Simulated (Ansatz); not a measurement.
# Calculations on BSiNH₆Se

### Relaxation

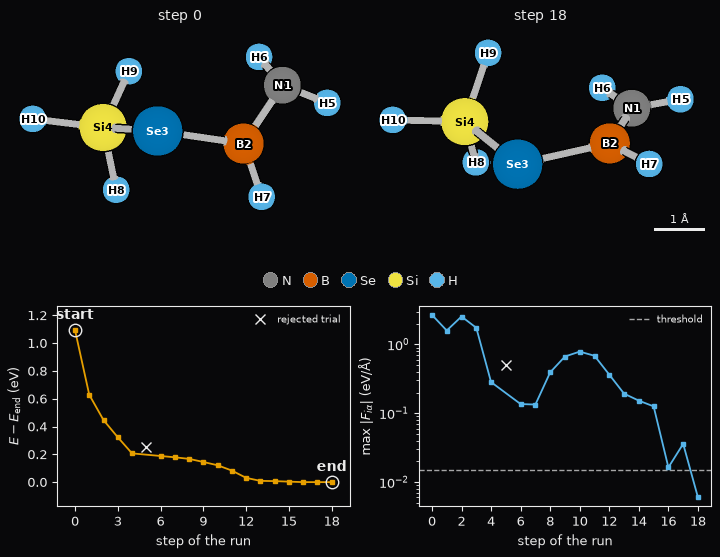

First and last geometry of a relaxation of BSiNH6Se, with the history of the run. Style: ball-and-stick. Shown at a tilt.

The run prepares an end point of a later path (inversion) calculation, from a guessed geometry.

All numbers below come from RKS PBE/def2-SVP in Ansatz 0.2.0. (no spin polarisation; force threshold 0.015 eV/Å; at most 40 steps)

Q: Did the run converge, and what did it change?

A: It converged. H7 moves most after the best rigid fit: 1.54 Å. Largest moves by element: H 1.54 Å, N 0.73 Å, Se 0.70 Å, B 0.29 Å, Si 0.16 Å. Among the contacts that change: N1–H5 1.105 → 1.021 Å, Se3–Si4 2.225 → 2.298 Å, N1–B2 1.469 → 1.399 Å, B2–H7 1.163 → 1.215 Å. Among the angles between lasting bonds that change: B2–N1–H5 106.9° → 121.3°, B2–N1–H6 111.5° → 125.3°, H5–N1–H6 103.6° → 113.3°. Groups turn about B2–Se3 by about 85°. The energy falls by 1.094 eV in 17 accepted moves (18 points after the start). The largest force component goes from 2.7 to 0.006 eV/Å. The line search rejected the trial step at point 5 of the run.

```json
{"step": "0", "E − E(0), eV": "0.0000", "largest force component, eV/Å": "2.6924", "note": ""}
{"step": "1", "E − E(0), eV": "-0.4653", "largest force component, eV/Å": "1.5950", "note": ""}
{"step": "2", "E − E(0), eV": "-0.6475", "largest force component, eV/Å": "2.5483", "note": ""}
{"step": "3", "E − E(0), eV": "-0.7711", "largest force component, eV/Å": "1.7471", "note": ""}
{"step": "4", "E − E(0), eV": "-0.8870", "largest force component, eV/Å": "0.2841", "note": ""}
{"step": "5", "E − E(0), eV": "-0.8380", "largest force component, eV/Å": "0.5110", "note": "rejected"}
{"step": "6", "E − E(0), eV": "-0.9059", "largest force component, eV/Å": "0.1363", "note": ""}
{"step": "7", "E − E(0), eV": "-0.9152", "largest force component, eV/Å": "0.1341", "note": ""}
{"step": "8", "E − E(0), eV": "-0.9266", "largest force component, eV/Å": "0.3935", "note": ""}
{"step": "9", "E − E(0), eV": "-0.9488", "largest force component, eV/Å": "0.6688", "note": ""}
{"step": "10", "E − E(0), eV": "-0.9726", "largest force component, eV/Å": "0.7875", "note": ""}
{"step": "11", "E − E(0), eV": "-1.0106", "largest force component, eV/Å": "0.6854", "note": ""}
{"step": "12", "E − E(0), eV": "-1.0631", "largest force component, eV/Å": "0.3642", "note": ""}
{"step": "13", "E − E(0), eV": "-1.0849", "largest force component, eV/Å": "0.1930", "note": ""}
{"step": "14", "E − E(0), eV": "-1.0864", "largest force component, eV/Å": "0.1527", "note": ""}
{"step": "15", "E − E(0), eV": "-1.0904", "largest force component, eV/Å": "0.1262", "note": ""}
{"step": "16", "E − E(0), eV": "-1.0938", "largest force component, eV/Å": "0.0164", "note": ""}
{"step": "17", "E − E(0), eV": "-1.0938", "largest force component, eV/Å": "0.0360", "note": ""}
{"step": "18", "E − E(0), eV": "-1.0940", "largest force component, eV/Å": "0.0060", "note": ""}
```

### Relaxation

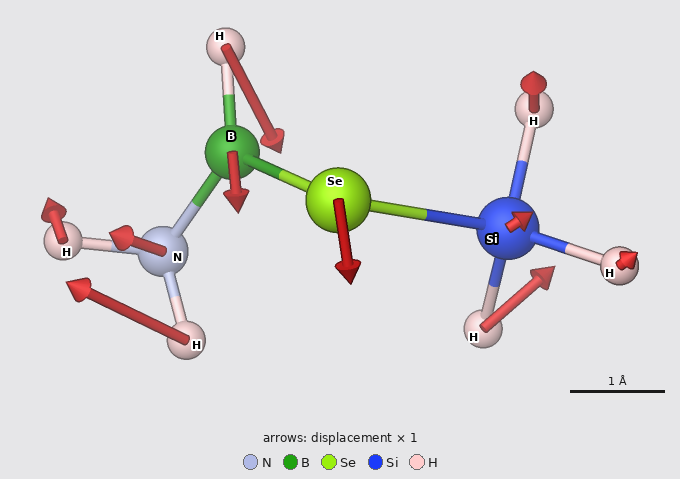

This is a relaxation of BSiNH6Se. The starting structure is drawn; red arrows show the displacements, at their true length. The two geometries are superimposed by the best rigid fit.

The picture is a ball-and-stick view, seen at a tilt.

The run prepares an end point of a later path (inversion) calculation, from a guessed geometry.

These are results of Ansatz 0.2.0, RKS PBE/def2-SVP, not measurements.

The input:
```yaml
crystal:
  periodic: [false, false, false]
  atoms:
    - { symbol: "N", position_ang: [-0.4102, 1.828, -0.789] }
    - { symbol: B, position_ang: [0.0979, 0.5271, -1.2448] }
    - { symbol: Se, position_ang: [1.7167, -0.2125, -0.3746] }
    - { symbol: Si, position_ang: [0.5385, -1.3076, 1.1627] }
    - { symbol: H, position_ang: [-0.16373, 2.56268, -1.57741] }
    - { symbol: H, position_ang: [0.11489, 2.17408, 0.04246] }
    - { symbol: H, position_ang: [-0.392, -0.074, -2.1112] }
    - { symbol: H, position_ang: [-0.4005, -2.2286, 0.4622] }
    - { symbol: H, position_ang: [-0.3237, -0.3309, 1.9786] }
    - { symbol: H, position_ang: [1.3351, -2.0739, 2.1035] }
basis:
  gaussian: { orbitals: def2-SVP }
hamiltonian:
  xc: pbe
relax:
  f_tol: 0.015
  max_steps: 40
```

Command:
```bash
ansatz run input.yaml --threads 2 --pin off --max-ram 3072MiB --backend cpu --events-out ev --progress --plain --runs-dir out
```

**Which element moves most?**

Hydrogen: up to 1.73 Å, against 1.00 Å for selenium.

**What did the optimiser do to the structure, and how much energy did it gain?**

Over 16 accepted moves (18 points after the start) the energy falls by 1.203 eV. The largest force component goes from 1.9 to 0.012 eV/Å. The line search rejected the trial steps at points 13, 17 of the run. The forces were under the threshold at step 15, but the run went on from there. H6 moves most after the best rigid fit: 1.73 Å. Largest moves by element: H 1.73 Å, Se 1.00 Å, N 0.85 Å, B 0.70 Å, Si 0.34 Å. Near-neighbour distances that change, for instance: N1–H5 1.105 → 1.020 Å, Se3–Si4 2.225 → 2.300 Å, N1–B2 1.469 → 1.400 Å, B2–H7 1.163 → 1.216 Å. Among the angles between lasting bonds that change: B2–N1–H5 106.9° → 122.0°, B2–N1–H6 111.5° → 124.4°, H5–N1–H6 103.6° → 113.6°. Groups turn about B2–Se3 by about 90°.

### Path

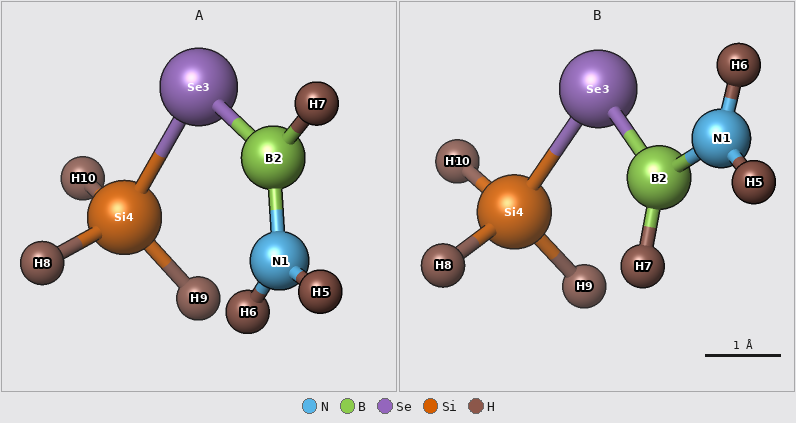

The two relaxed end points of a path for BSiNH6Se. A ball-and-stick model, seen from a free direction.

Computed with RKS PBE/def2-SVP (Ansatz).

Settings: 7 movable images; climbing image; force threshold 0.05 eV/Å; iteration limit 60.

Start:
```xyz
10

N    -0.8428    1.2093   -0.7678
B     0.2454    0.6461   -1.4428
Se    1.4523   -0.7507   -0.7456
Si    0.4699   -1.1963    1.2833
H    -1.4157    1.9362   -1.1979
H    -1.1280    0.9812    0.1858
H     0.5212    1.0214   -2.5649
H    -0.8252   -1.9510    1.1357
H     0.1691    0.0760    2.0373
H     1.4370   -2.0234    2.0797
```

End:
```xyz
10

N    -0.4760    1.6080   -1.7441
B    -0.3666    0.7039   -0.6809
Se    1.3295   -0.2631   -0.3747
Si    0.5975   -1.4353    1.4635
H    -1.3375    2.1220   -1.9293
H     0.2767    1.8198   -2.4011
H    -1.3203    0.5175    0.0501
H    -0.5923   -2.2947    1.1340
H     0.2307   -0.5167    2.5971
H     1.7416   -2.3125    1.8883
```

### What barrier does the band find between them, and by what path?

The energy climbs by 19.0 kJ/mol to image 4 and then falls by 20.9 kJ/mol, so the end point sits at −1.8 kJ/mol. The motion is an umbrella inversion at N1. No bond forms or breaks between the ends. Bond angles that change up to the highest image, for instance: B2–Se3–Si4 100.8° → 92.9°, N1–B2–Se3 126.2° → 119.4°. The band converged in 13 iterations. The largest component of the band force went from 150 to 0.034 eV/Å. The climbing image converged on the top of the path. Its vibrational analysis gives one imaginary mode (102i cm⁻¹), as a transition state must have.

Energies of the converged images:

| image | path (Å) | E (kJ/mol) |
| --- | --- | --- |
| 0 | 0.00 | 0.0 |
| 1 | 0.67 | 2.4 |
| 2 | 1.34 | 9.5 |
| 3 | 2.01 | 16.4 |
| 4 | 2.69 | 19.0 |
| 5 | 3.55 | 15.3 |
| 6 | 4.41 | 7.2 |
| 7 | 5.28 | 0.4 |
| 8 | 6.14 | -1.8 |

The geometry at the top of the path:

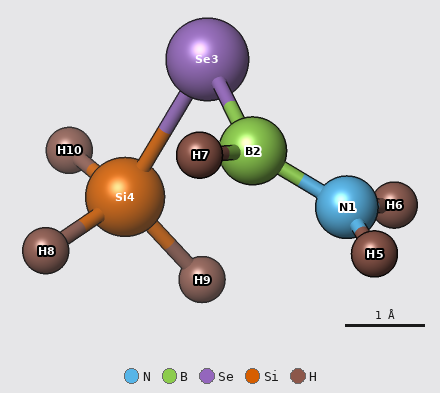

The run took 2.5 min on 2 threads of Intel(R) Xeon(R) Platinum 8488C (Sapphire Rapids), on a shared host, peak memory 0.17 GiB.
